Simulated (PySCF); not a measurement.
## Electronic structure of C$_{4}$H$_{11}$BSi (SMILES BC[SiH2]C[CH+][CH2]) (charge +1, doublet) in real space

```json
{"atom": "B", "x (Å)": "-1.4928", "y (Å)": "1.3446", "z (Å)": "0.0729"}
{"atom": "C", "x (Å)": "-1.7472", "y (Å)": "-0.1656", "z (Å)": "0.2421"}
{"atom": "Si", "x (Å)": "-0.6268", "y (Å)": "-1.3732", "z (Å)": "-0.7478"}
{"atom": "C", "x (Å)": "1.2193", "y (Å)": "-1.0962", "z (Å)": "0.0165"}
{"atom": "C", "x (Å)": "1.6258", "y (Å)": "0.2583", "z (Å)": "-0.2232"}
{"atom": "C", "x (Å)": "1.4981", "y (Å)": "1.2570", "z (Å)": "0.6946"}
{"atom": "H", "x (Å)": "-2.2766", "y (Å)": "2.1196", "z (Å)": "-0.3046"}
{"atom": "H", "x (Å)": "-0.4018", "y (Å)": "1.7563", "z (Å)": "0.3279"}
{"atom": "H", "x (Å)": "-1.6151", "y (Å)": "-0.4295", "z (Å)": "1.2968"}
{"atom": "H", "x (Å)": "-2.7710", "y (Å)": "-0.4452", "z (Å)": "-0.0166"}
{"atom": "H", "x (Å)": "-0.9098", "y (Å)": "-2.7695", "z (Å)": "-0.4230"}
{"atom": "H", "x (Å)": "-0.5360", "y (Å)": "-1.0574", "z (Å)": "-2.1712"}
{"atom": "H", "x (Å)": "1.1521", "y (Å)": "-1.3549", "z (Å)": "1.0694"}
{"atom": "H", "x (Å)": "1.8020", "y (Å)": "-1.8258", "z (Å)": "-0.5374"}
{"atom": "H", "x (Å)": "1.9923", "y (Å)": "0.5005", "z (Å)": "-1.2123"}
{"atom": "H", "x (Å)": "1.8582", "y (Å)": "2.2520", "z (Å)": "0.4898"}
{"atom": "H", "x (Å)": "1.2225", "y (Å)": "1.0412", "z (Å)": "1.7152"}
```

Geometry: GFN2-xTB.

The calculation used UKS B3LYP, pcH-1 on B C H Si, non-relativistic, mean-field spin-orbit, GIAO (PySCF).

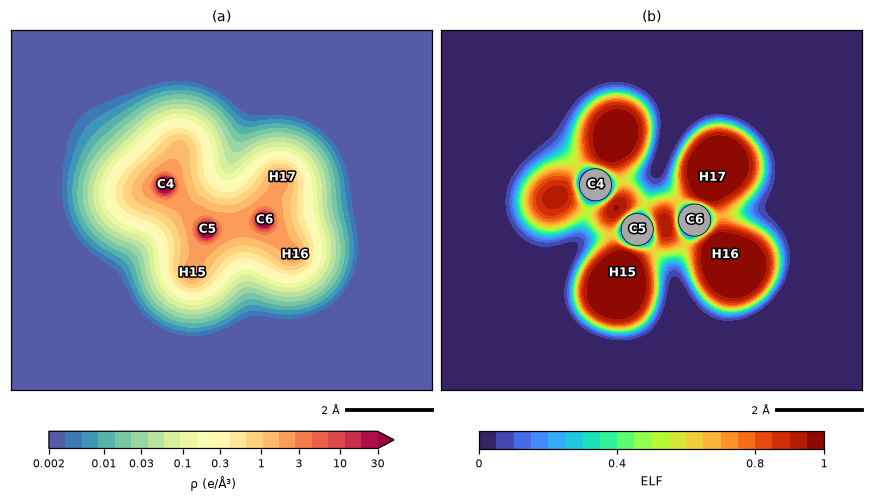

Figure 1. (a) total electron density; (b) ELF on the plane of atoms C4, C5 and H15. Grey discs cover the atomic cores in the ELF map.

> Interpret the plot.

The plane passes through C and H nuclei.
C–C (1.36 Å): the density is about 2.2 e/Å³ at the midpoint; the ELF peaks at about 0.95 between the atoms, as expected for a covalent bond.
C–H (1.08 Å): ρ at the midpoint is about 2.1 e/Å³; the ELF climbs to about 1 towards the hydrogen, as it does in any bond to H; an ordinary covalent bond to hydrogen.
C–C (1.43 Å): ρ at the midpoint is about 1.9 e/Å³; the ELF peaks at about 0.95 between the atoms: localised, covalent bonding.

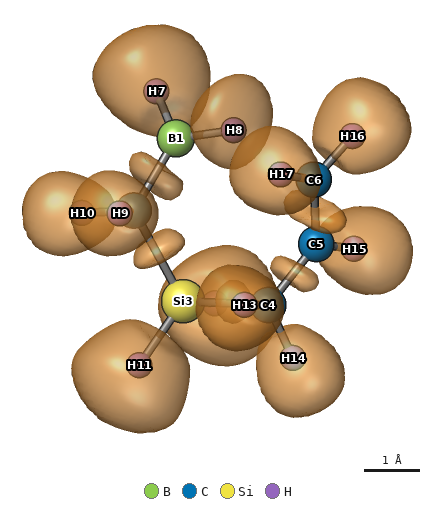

Figure 2. Isosurface of the electron localisation function at 0.85 (orange), seen at a tilt. Core shells and regions of very low density are left out.

> What do the ELF domains correspond to?

At this value the surface marks out one region between bonded B–C atoms (shared pairs), two regions between bonded C–C atoms (shared pairs), two regions between bonded C–Si atoms (shared pairs) and eleven regions around hydrogen nuclei. Profiles from the grid: C–B (1.54 Å): the ELF peaks at about 0.95 between the atoms (a shared electron pair).
